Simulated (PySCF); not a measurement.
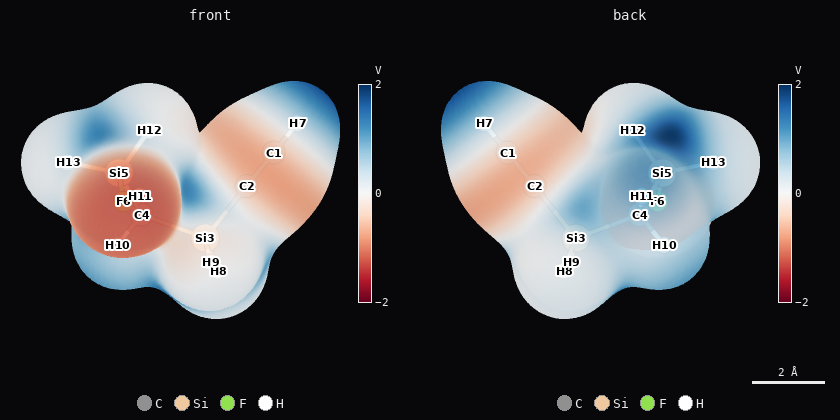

The picture shows: C$_{3}$H$_{7}$FSi$_{2}$ (SMILES C#C[SiH2]C[SiH2]F). The molecular electrostatic potential painted on the density surface at 0.002 e/bohr³, seen from the front and from behind; the colour scale runs from red (negative) to blue (positive).

Geometry: GFN2-xTB.

Level of theory: PBE0/pcSseg-1, SCF density, gas phase, non-relativistic (PySCF 2.14.0).

```xyz
13

C     2.8793    0.4827    0.5693
C     1.9793   -0.0314   -0.0399
Si    0.6007   -0.8200   -0.9926
C    -0.9572    0.2580   -0.7636
Si   -1.6125    0.3530    1.0067
F    -1.8872   -1.1608    1.4946
H     3.6684    0.9304    1.1031
H     0.9840   -0.8332   -2.4131
H     0.3865   -2.1822   -0.4969
H    -1.7425   -0.1328   -1.4128
H    -0.7449    1.2664   -1.1189
H    -0.6382    0.8777    1.9506
H    -2.9201    0.9926    1.0957
```

> Describe the electrostatic potential map.

The most negative region (about −1.2 V, or −28 kcal/mol for a unit charge) lies over F6, the most positive (about +1.8 V, or +42 kcal/mol for a unit charge) over Si5.
